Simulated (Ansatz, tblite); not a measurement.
**GeBrH3 (GeH₃Br): which spin state is lowest**

Is the singlet the ground state of GeBrH3 (GeH₃Br)? Other spin states are computed and compared level by level.

The runs use Ansatz 0.2.0, Gaussian basis; as each input shows.

Plan: triplet, at the geometry of the singlet (GFN1-xTB, GFN2-xTB, PBE0-D4/def2-TZVP, PBE-D4/def2-TZVP, r2SCAN-D4/def2-TZVP); the singlet's energies come from earlier runs.

**1. The relaxed structure**

The geometry is that of the singlet, from an earlier relaxation (PBE-D4/def2-TZVP).

5 atoms, charge 0, spin multiplicity 1.

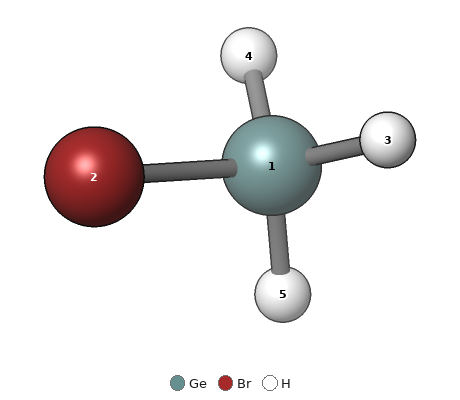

The structure; germanium teal, bromine red, hydrogen white; atoms are numbered from 1 in the order of the file.

**2. Triplet at the fixed geometry, GFN1-xTB**

Tight binding, by tblite at 300 K electronic temperature and without a spin-polarisation term:

```python
tblite.interface.Calculator('GFN1-xTB', numbers, positions, charge=0, uhf=2).singlepoint()
```

Energy -189.9145 eV; 0.005 s.

**3. Triplet at the fixed geometry, GFN2-xTB**

Tight binding, by tblite at 300 K electronic temperature and without a spin-polarisation term:

```python
tblite.interface.Calculator('GFN2-xTB', numbers, positions, charge=0, uhf=2).singlepoint()
```

Energy -199.7111 eV; 0.004 s.

**4. Triplet at the fixed geometry, PBE0-D4/def2-TZVP**

Input file in.yaml:

```yaml
crystal:
  periodic: [false, false, false]
  atoms:
    - {symbol: Ge, position_ang: [-0.001165, 0.001831, -0.192280]}
    - {symbol: Br, position_ang: [0.012937, -0.020375, 2.136793]}
    - {symbol: H, position_ang: [1.469721, 0.011043, -0.657064]}
    - {symbol: H, position_ang: [-0.744884, 1.279933, -0.631537]}
    - {symbol: H, position_ang: [-0.736610, -1.272442, -0.655911]}
basis:
  gaussian: {orbitals: def2-TZVP}
magnetization: {spin_polarized: true, initial_magnetization: 2}
hamiltonian: {xc: pbe0, dispersion: d4}
scf: {omitted_lower_state_checks: [starts]}
output: {orbitals: {seedname: orbitals}}
```

Launch:

```sh
$ ansatz run in.yaml --threads 4 --pin off --events-out ev --progress --plain --max-ram 3916MiB
```

The program printed:

```text
Functional definition: PBE0
  name "PBE0"
  cite "Adamo & Barone, J. Chem. Phys. 110, 6158 (1999) doi:10.1063/1.478522"
  cite "Perdew, Burke & Ernzerhof, Phys. Rev. Lett. 77, 3865 (1996) doi:10.1103/PhysRevLett.77.3865"
  parent pbe
  parameter a = 0.25
  parameter kappa = 0.804
  parameter beta = 0.06672455060314922
  exchange = (1 - a)*pbe_x(kappa = kappa, mu = beta*pi^2/3) + a*exact_x
  correlation = pbe_c(beta = beta)
these checks for a lower state are left out or cut short: starts
800 factors; integrals over basis functions are off by at most 1.1e-3 eV
mean field evaluation 1: about -126592.4479 eV, gradient 1.3e1 eV
mean field evaluation 2: about -126591.2921 eV, gradient 1.7e1 eV
mean field evaluation 4: about -126593.2840 eV, gradient 1.2e0 eV
mean field evaluation 8: about -126593.3353 eV, gradient 2.1e-1 eV
mean field evaluation 16: about -126593.3358 eV, gradient 1.6e-3 eV
mean field evaluation 32: about -126593.3358 eV, gradient 1.6e-5 eV
mean field -126593.33582655 eV, -4652.2192835806 hartree, gradient 4.9e-6 eV, S^2 2.004726; 0 other end points of the search recorded, 0 dependent functions left out
reference -126593.33585256 eV, -4652.2192845367 hartree; 36, 34 occupied and 78, 80 virtual orbitals, 800 factors
Total energy: -126593.40301658 eV, -4652.2217527688 hartree
Checks for a lower state left out: starts
```

It took 6.5 s on 4 threads of Intel Xeon Platinum 8259CL at 2.50GHz, shared host.

From the report: HOMO -2.85 eV, LUMO -6.76 eV (over both spins; with the spin held, an empty level of the minority spin lies below the top filled one); ⟨S²⟩ 2.005 (pure: 2.00).

**5. Triplet at the fixed geometry, PBE-D4/def2-TZVP**

start.molden holds the orbitals of an earlier run on this state, given as this run's starting guess.

in.yaml: that of step 4 with these lines changed.

```diff
@@ -9,5 +9,5 @@
 basis:
-  gaussian: {orbitals: def2-TZVP}
+  gaussian: {orbitals: def2-TZVP, initial_orbitals: start.molden}
 magnetization: {spin_polarized: true, initial_magnetization: 2}
-hamiltonian: {xc: pbe0, dispersion: d4}
+hamiltonian: {xc: pbe, dispersion: d4}
 scf: {omitted_lower_state_checks: [starts]}
```

Launched as before.

The program printed:

```text
Functional definition: PBE
  name "PBE"
  cite "Perdew, Burke & Ernzerhof, Phys. Rev. Lett. 77, 3865 (1996) doi:10.1103/PhysRevLett.77.3865"
  parent pbe
  parameter kappa = 0.804
  parameter beta = 0.06672455060314922
  exchange = pbe_x(kappa = kappa, mu = beta*pi^2/3)
  correlation = pbe_c(beta = beta)
these checks for a lower state are left out or cut short: starts
866 factors; their error is unknown
mean field evaluation 1: about -126589.4680 eV, gradient 8.1e0 eV
mean field evaluation 2: about -126589.5901 eV, gradient 2.7e-1 eV
mean field evaluation 4: about -126589.5603 eV, gradient 4.4e-2 eV
mean field evaluation 8: about -126589.5603 eV, gradient 1.7e-5 eV
mean field evaluation 16: about -126589.5603 eV, gradient 2.0e-5 eV
mean field -126589.56026745 eV, -4652.0805343430 hartree, gradient 9.7e-6 eV, S^2 2.002295; 0 other end points of the search recorded, 0 dependent functions left out
reference -126589.56030166 eV, -4652.0805356001 hartree; 36, 34 occupied and 78, 80 virtual orbitals, 866 factors
Total energy: -126589.64009401 eV, -4652.0834679149 hartree
Checks for a lower state left out: starts
```

It took 2.4 s on 4 threads of Intel Xeon Platinum 8259CL at 2.50GHz, shared host.

Report: HOMO -2.07 eV, LUMO -7.53 eV (over both spins; with the spin held, an empty level of the minority spin lies below the top filled one); ⟨S²⟩ 2.002 (pure: 2.00).

**6. Triplet at the fixed geometry, r2SCAN-D4/def2-TZVP**

in.yaml: that of step 5 with these lines changed.

```diff
@@ -11,3 +11,3 @@
 magnetization: {spin_polarized: true, initial_magnetization: 2}
-hamiltonian: {xc: pbe, dispersion: d4}
+hamiltonian: {xc: r2scan, dispersion: d4}
 scf: {omitted_lower_state_checks: [starts]}
```

Same command.

The program printed:

```text
Functional definition: r2SCAN
  name "r2SCAN"
  cite "Furness, Kaplan, Ning, Perdew & Sun, J. Phys. Chem. Lett. 11, 8208 (2020) doi:10.1021/acs.jpclett.0c02405"
  cite "Furness, Kaplan, Ning, Perdew & Sun, J. Phys. Chem. Lett. 11, 9248 (2020) doi:10.1021/acs.jpclett.0c03077"
  parent r2scan
  parameter k0 = 0.174
  parameter k1 = 0.065
  parameter a1 = 4.9479
  exchange = r2scan_x(k0 = k0, k1 = k1, a1 = a1)
  correlation = r2scan_c
these checks for a lower state are left out or cut short: starts
866 factors; their error is unknown
mean field evaluation 1: about -126607.9933 eV, gradient 6.0e0 eV
mean field evaluation 2: about -126608.0474 eV, gradient 1.2e-1 eV
mean field evaluation 4: about -126608.0150 eV, gradient 5.2e-3 eV
mean field evaluation 8: about -126608.0150 eV, gradient 2.5e-5 eV
mean field -126608.01495923 eV, -4652.7587317569 hartree, gradient 8.4e-6 eV, S^2 2.006392; 0 other end points of the search recorded, 0 dependent functions left out
reference -126608.01497066 eV, -4652.7587321771 hartree; 36, 34 occupied and 78, 80 virtual orbitals, 866 factors
Total energy: -126608.03186128 eV, -4652.7593528956 hartree
Checks for a lower state left out: starts
```

Wall time 4.4 s (4 threads of Intel Xeon Platinum 8259CL at 2.50GHz, shared host).

From the report: HOMO -2.26 eV, LUMO -7.49 eV (over both spins; with the spin held, an empty level of the minority spin lies below the top filled one); ⟨S²⟩ 2.006 (pure: 2.00).

**7. Triplet less singlet, vertical**

The singlet's energies are those of its earlier runs, whose logs aren't repeated here.

```
              level  triplet less singlet, vertical (kcal/mol)     time
           GFN1-xTB                                     +150.1   0.01 s
           GFN2-xTB                                     +150.8  0.007 s
   PBE-D4/def2-TZVP                                     +126.0    3.1 s
r2SCAN-D4/def2-TZVP                                     +130.4    5.6 s
  PBE0-D4/def2-TZVP                                     +132.3    7.7 s
```

Times add the two runs; a level without a time comes out of a correlated run. Tight binding without a spin term can't rank spin states.

**8. What came out**

| quantity | value |
| --- | --- |
| triplet less singlet, vertical, functionals in def2-TZVP | +126.0 (PBE-D4) to +132.3 kcal/mol (PBE0-D4) |

All functionals put the triplet above the singlet, over a spread of 6.3 kcal/mol. The checks for a lower triplet were left out, so another state of that spin may lie lower. These are electronic energies, without zero-point motion, entropy or surroundings.
